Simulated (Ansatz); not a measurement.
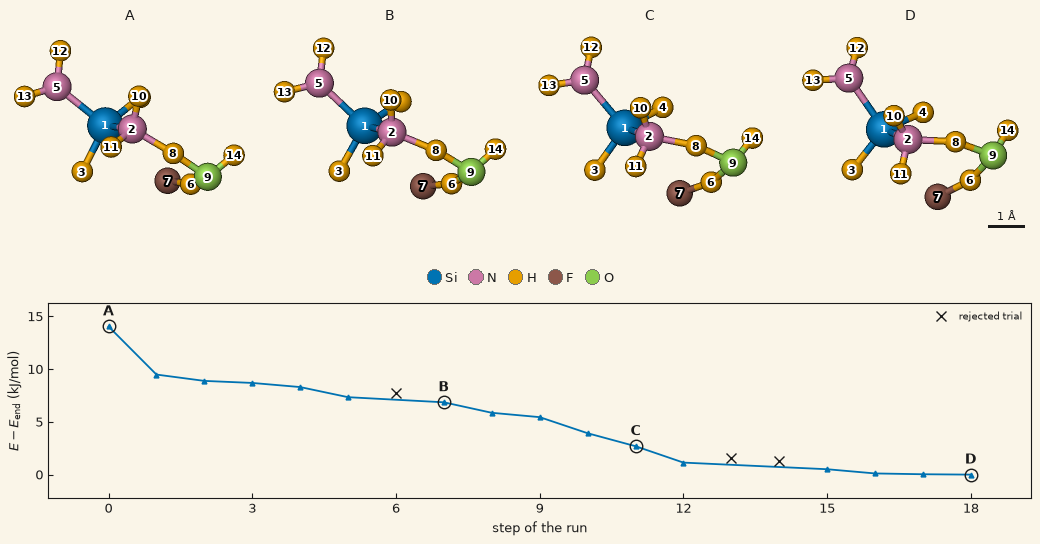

Frames of a constrained relaxation of SiN2H9OF, marked on the history of the run. The picture is a ball-and-stick view, seen from a free direction.

The reaction that was planned forms Si1–F7, H6–O9, N2–H8 and breaks Si1–N2, H6–F7, H8–O9 (atoms numbered from 1 in input order).

Level of theory: Ansatz 0.2.0, RKS PBE0-D4/def2-SVP.

Input
```yaml
crystal:
  periodic: [false, false, false]
  atoms:
    - {symbol: Si, position_ang: [-0.456300, -0.483200, -0.746000]}
    - {symbol: N, position_ang: [0.164800, -0.186400, 0.954900]}
    - {symbol: H, position_ang: [0.627300, -1.173700, -1.410700]}
    - {symbol: H, position_ang: [-1.242200, 0.706300, -1.017400]}
    - {symbol: N, position_ang: [-1.680300, -1.700400, -0.671300]}
    - {symbol: H, position_ang: [1.553600, 1.576600, -0.371300]}
    - {symbol: F, position_ang: [1.125200, 1.209500, -1.396100]}
    - {symbol: H, position_ang: [0.984700, 0.863400, 0.985900]}
    - {symbol: O, position_ang: [1.698500, 1.786100, 0.800000]}
    - {symbol: H, position_ang: [-0.583100, -0.023300, 1.615900]}
    - {symbol: H, position_ang: [0.713700, -0.962200, 1.299800]}
    - {symbol: H, position_ang: [-2.625700, -1.515800, -0.386500]}
    - {symbol: H, position_ang: [-1.474800, -2.682600, -0.626800]}
    - {symbol: H, position_ang: [1.194600, 2.585700, 0.969600]}
basis:
  gaussian: {orbitals: def2-SVP}
hamiltonian: {xc: pbe0, dispersion: d4}
relax: {f_tol: 0.04, max_steps: 150, escape_saddle: false, constraints: [{distance: [0, 6]}, {distance: [5, 8]}, {distance: [1, 7]}, {distance: [0, 1]}, {distance: [5, 6]}, {distance: [7, 8]}]}
```

Run as
```bash
ansatz run in.yaml --threads 8 --pin off --events-out ev --progress --plain --max-ram 19148MiB
```

### What happens along the run?

The largest move after the best rigid fit is that of H10, 0.96 Å. Largest moves by element: H 0.96 Å, F 0.77 Å, O 0.64 Å, N 0.45 Å, Si 0.14 Å. Among the contacts that change: Si1–H3 1.447 → 1.482 Å, Si1–N5 1.728 → 1.744 Å, N2–H10 1.011 → 1.020 Å, N5–H12 1.004 → 1.013 Å. Among the angles between lasting bonds that change: H3–Si1–H4 135.3° → 121.3°, N2–H8–O9 169.6° → 158.5°, H8–N2–H10 108.2° → 118.5°. Groups turn about Si1–N2 by about 50°. After 15 accepted moves (18 points after the start) the energy has fallen by 14.0 kJ/mol. Largest force component: 0.52 eV/Å at the start, 0.025 eV/Å at the end. The line search rejected the trial steps at points 6, 13, 14 of the run. From step 0 to 7: H10 moves most (0.29 Å), energy −7.19 kJ/mol. From step 7 to 11: H atoms move most (0.39 Å), energy −4.16 kJ/mol. From step 11 to 18: H atoms move most (0.30 Å), energy −2.69 kJ/mol.

```
step  E − E(0), kJ/mol  largest force component, eV/Å      note
   0              0.00                         0.5208          
   1             -4.56                         0.1213          
   2             -5.16                         0.1005          
   3             -5.35                         0.1796          
   4             -5.74                         0.2092          
   5             -6.70                         0.0595          
   6             -6.33                         0.5850  rejected
   7             -7.19                         0.0652          
   8             -8.18                         0.1793          
   9             -8.60                         0.4937          
  10            -10.12                         0.2970          
  11            -11.35                         0.1346          
  12            -12.91                         0.1049          
  13            -12.46                         0.6460  rejected
  14            -12.75                         0.2052  rejected
  15            -13.53                         0.0403          
  16            -13.93                         0.1005          
  17            -14.01                         0.0688          
  18            -14.05                         0.0253
```
